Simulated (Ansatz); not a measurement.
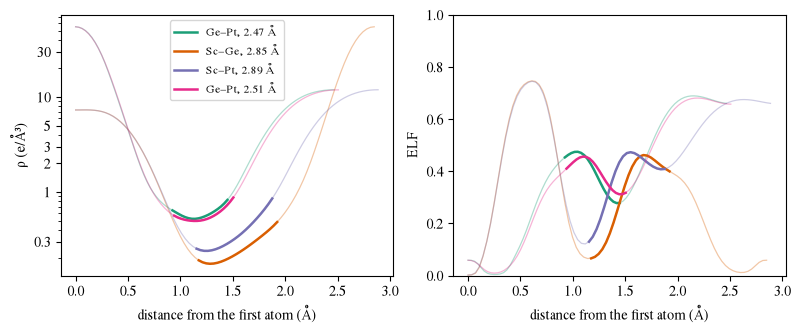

Figure 1: Sc₂Ge₂Pt₃. Valence charge density (pseudo) and ELF along straight lines between neighbouring atoms. Thin, pale parts lie inside the atomic spheres.

Space group Pbam; built by placing these elements on a known structure type.

Level of theory: DFT, PAW plane waves, r2SCAN (Ansatz).

In a PAW calculation such maps are meaningful between the atoms, not at the nuclei.

What can be read from the curves?

Answer. Ge–Pt (2.47 Å): ρ at the midpoint is about 0.55 e/Å³; the ELF is about 0.40 at the midpoint.
Sc–Ge (2.85 Å): ρ at the midpoint is about 0.19 e/Å³; the ELF is about 0.25 at the midpoint: no localised pair shows between them.
Sc–Pt (2.89 Å): ρ at the midpoint is about 0.28 e/Å³, with its minimum of 0.24 e/Å³ about 1.3 Å from Sc; the ELF is about 0.45 at the midpoint.
Ge–Pt (2.51 Å): ρ is about 0.52 e/Å³ halfway; the ELF is about 0.40 at the midpoint.
